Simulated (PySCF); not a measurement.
SmH (octet)

```xyz
2

Sm    0.0000    0.0000   -0.0139
H     0.0000    0.0000    2.0951
```

Theory: PBE0/x2c-TZVPPall, spin-free X2C-1e, Gaussian nucleus, at a bond length of 2.109 Å in PySCF 2.14.0.

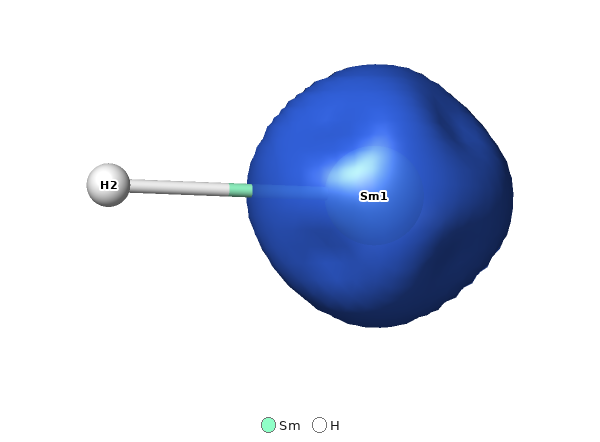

Figure 1. Isosurface of the spin density (α minus β) at +0.15 e/Å³ (blue), seen from one side.

Describe the spin distribution.

The unpaired spin (7 electrons) lies mostly on Sm1 (about 7.0), in electrons by Hirshfeld's partition.

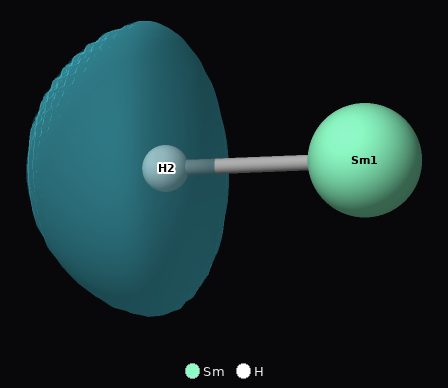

Figure 2. Isosurface of the ELF at 0.9 (cyan), seen from one side. Core shells and regions of very low density are left out.

What do the ELF domains correspond to?

The surface consists of one region around a hydrogen nucleus. Profiles from the grid: Sm–H (2.11 Å): the ELF climbs to about 1 towards the hydrogen.

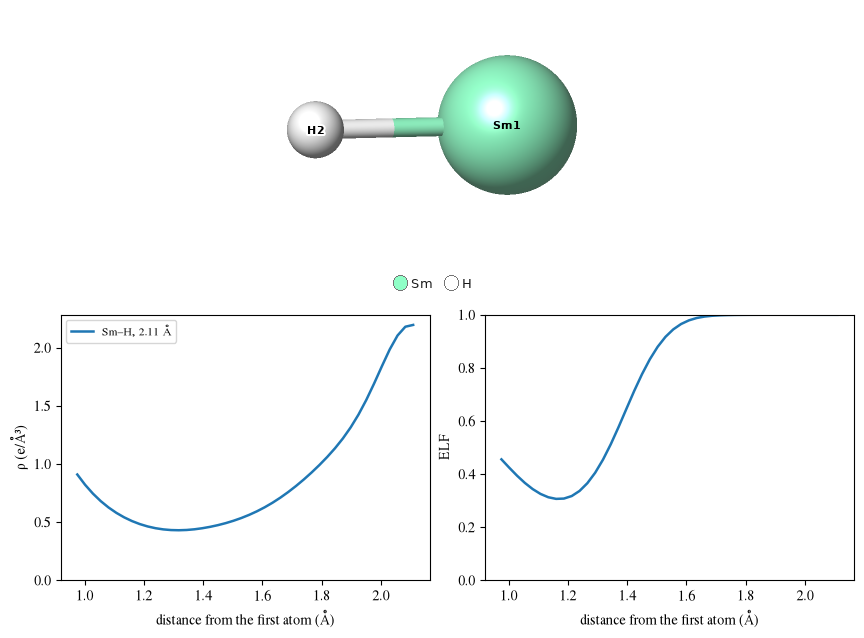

Figure 3. Electron density and electron localisation function along straight lines between neighbouring atoms. The curves leave out the atomic cores. The structure is drawn too.

What can be read from the curves?

Sm–H (2.11 Å): ρ is about 0.68 e/Å³ halfway; the ELF climbs to about 1 towards the hydrogen.
